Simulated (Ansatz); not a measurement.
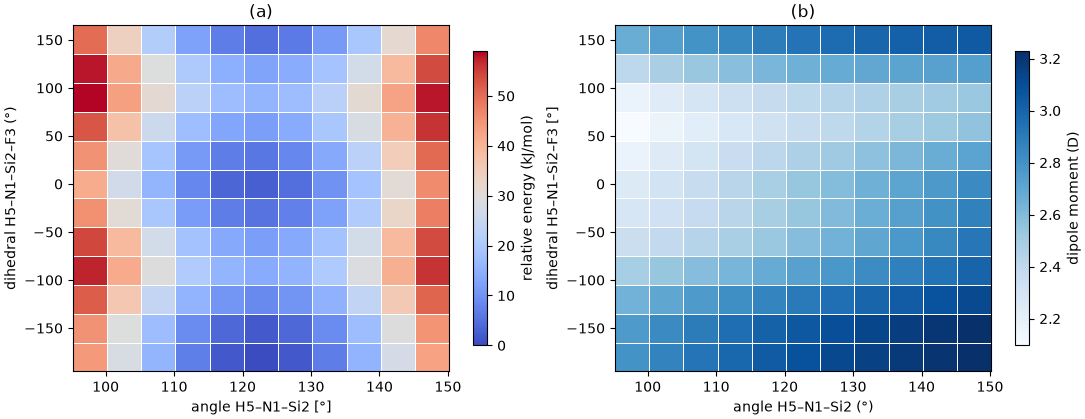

BrFH₂NSi, SMILES N[Si](F)Br, spin multiplicity 2. 
- First axis: angle H5–N1–Si2. Second axis: dihedral H5–N1–Si2–F3.
- Nothing is relaxed (all other coordinates rigid).
- The grid has 11 × 12 points.
- Points are written as (first, second).
- All energies are given in kJ/mol relative to the lowest grid point.
- Computed with UKS r2SCAN0-D4/def2-SVP in Ansatz.

Panel (a) is the energy and panel (b) the computed dipole moment on the same grid.

In the figure: one coloured cell a grid point.

Question: How does the dipole moment vary over the map, and what is it at the lowest grid point?

Answer: Leaving out the highest fifth of the energies, it runs from 2.16 D at (102.7°, 60°) to 3.21 D at (142.7°, −180°). At the lowest grid point, (122.7°, −180°), it is 3.08 D.
